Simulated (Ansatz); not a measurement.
```cif
data_structure
_symmetry_space_group_name_H-M 'P 1'
_symmetry_Int_Tables_number 1
_cell_length_a 5.5119
_cell_length_b 5.5119
_cell_length_c 6.9314
_cell_angle_alpha 90.000
_cell_angle_beta 90.000
_cell_angle_gamma 120.000
_cell_volume 182.37
loop_
_atom_site_label
_atom_site_type_symbol
_atom_site_fract_x
_atom_site_fract_y
_atom_site_fract_z
_atom_site_occupancy
V1 V 0.00000 0.00000 0.00000 1
Mo1 Mo 0.33333 0.66667 0.00000 1
Mo2 Mo 0.66667 0.33333 0.00000 1
S1 S 0.67600 0.00000 0.77678 1
S2 S 0.32400 0.32400 0.77678 1
S3 S 0.00000 0.67600 0.77678 1
S4 S 0.32400 0.00000 0.22322 1
S5 S 0.00000 0.32400 0.22322 1
S6 S 0.67600 0.67600 0.22322 1
```

Space group P-31m; a structure generated by program, which may or may not match a known phase; not relaxed (largest force 0.5 eV/Å); computed pressure about −6 GPa in this cell; computed without spin polarisation.

All numbers below come from DFT LDA, scalar-relativistic, plane waves, PAW (Ansatz 0.2.0).

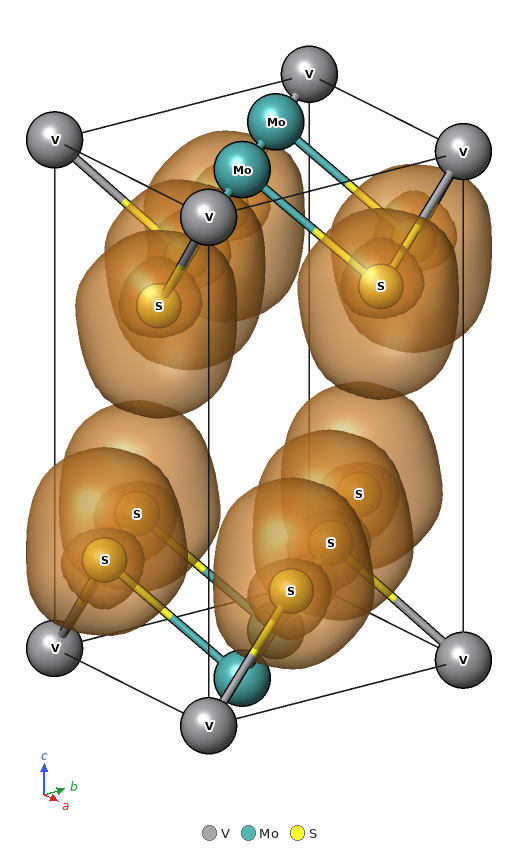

VMo2S6. Isosurface of the electron localisation function at 0.7 (orange), seen slightly off an axis. Core shells and regions of very low density are left out. Sticks mark near contacts.

In a PAW calculation such maps are meaningful between the atoms, not at the nuclei.

Q: Where are the electrons localised?

A: At this value the surface marks out six regions wrapped around S (the valence shell of each), counted in one cell of 9 atoms. Regions shared between cells count once.

Values along the shortest contacts:
V–S (2.36 Å): the ELF peaks at about 0.85 in the valence shell of S, 0.8 Å from its nucleus, and is about 0.45 at the midpoint. Mo–S (2.42 Å): the ELF peaks at about 0.85 in the valence shell of S, 0.8 Å from its nucleus, and is about 0.40 at the midpoint.
